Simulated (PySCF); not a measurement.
GeF (doublet)

```xyz
2

Ge    0.0000    0.0000   -0.3596
F     0.0000    0.0000    1.3994
```

Theory: PBE0/cc-pVTZ(-PP), non-relativistic Hamiltonian with scalar-relativistic core potentials where named, at a bond length of 1.759 Å in PySCF 2.14.0.

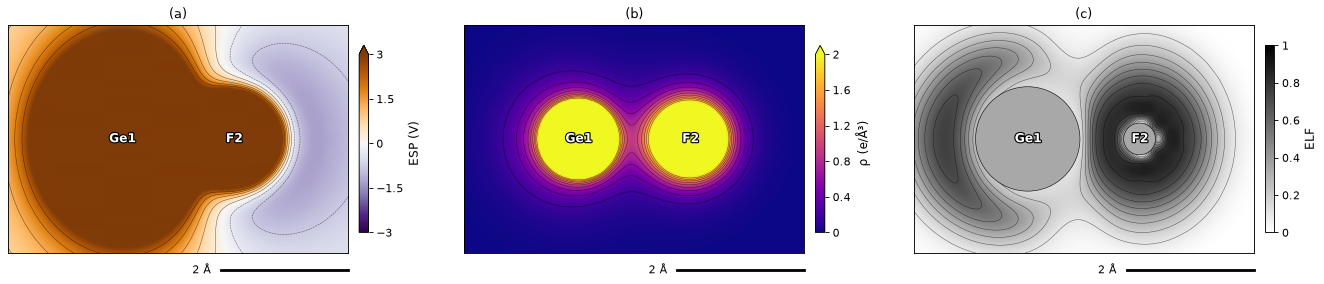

Figure 1. (a) electrostatic potential; (b) total electron density; (c) ELF on a plane that holds the molecular axis. Grey discs cover the atomic cores in the ELF map.

Read the bonding off the picture.

Answer. The plane passes through Ge and F nuclei. Ge–F (1.76 Å): the density is about 0.92 e/Å³ at the midpoint; the ELF peaks at about 0.85 in the valence shell of F, 0.5 Å from its nucleus, and is about 0.20 at the midpoint. The ELF also peaks beside F2, away from the bonds: non-bonding electrons, paired or unpaired. Outside the dense part of the molecule the potential is most negative (−1.3 V) near F2.

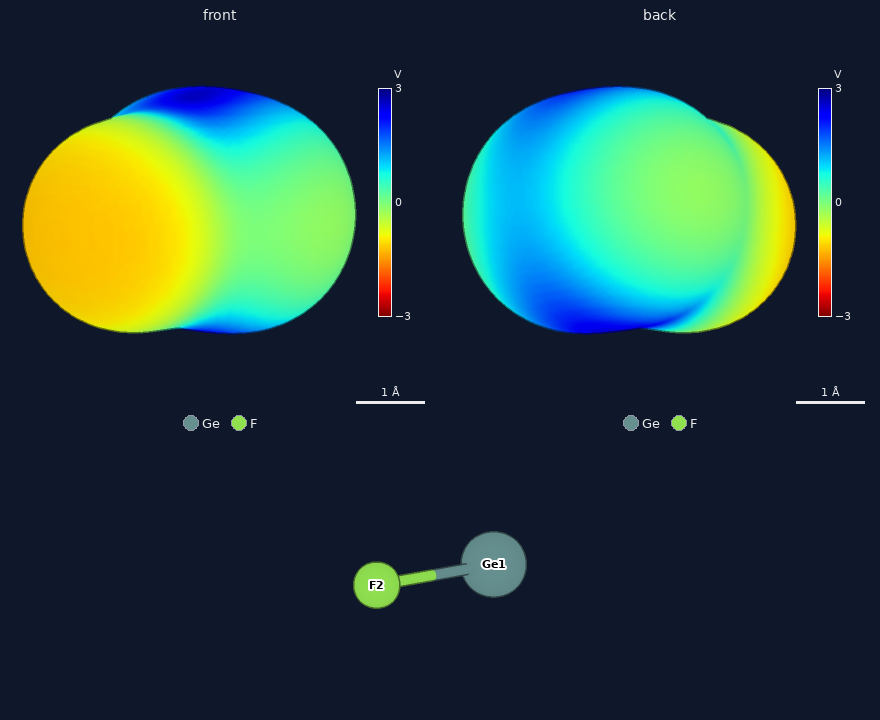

Figure 2. The electrostatic potential painted on the density surface at 0.002 e/bohr³, seen from the front and from behind; the colour scale runs from red (negative) to blue (positive). The bare structure is drawn below in the same view.

Describe the electrostatic potential map.

Answer. The most negative region (about −1.2 V, or −28 kcal/mol for a unit charge) lies over F2, the most positive (about +2.6 V, or +60 kcal/mol for a unit charge) over Ge1.
